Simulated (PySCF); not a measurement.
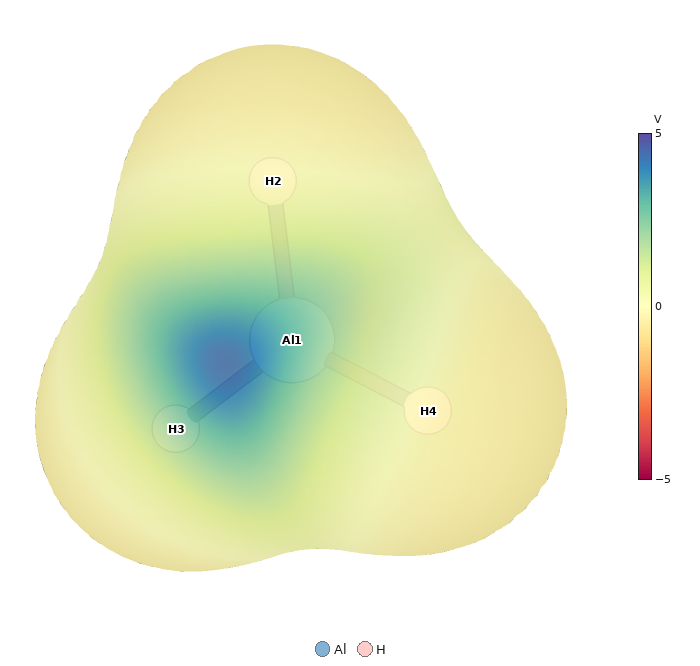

*AlH₃. The electrostatic potential painted on the density surface at 0.002 e/bohr³, seen at a tilt; red is negative and blue positive.*

Geometry: PBE0-D3(BJ)/def2-SVP.

These are results of PySCF, PBE0/pcSseg-1 Al:pcSseg-2, SCF density, gas phase, non-relativistic, not measurements.

```yaml
atoms:
  - { symbol: Al, position_ang: [0.0000, 0.0000, 0.0000] }
  - { symbol: H, position_ang: [1.5900, -0.0316, 0.0151] }
  - { symbol: H, position_ang: [-0.7674, 1.3929, -0.0199] }
  - { symbol: H, position_ang: [-0.8225, -1.3613, 0.0048] }
```

Question: Describe the electrostatic potential map.

Answer: The most negative region (about −0.5 V) lies over H2, H3 and H4, the most positive (about +4.3 V) over Al1.

Question: How polar is the molecule by this calculation?

Answer: Its dipole moment is zero.
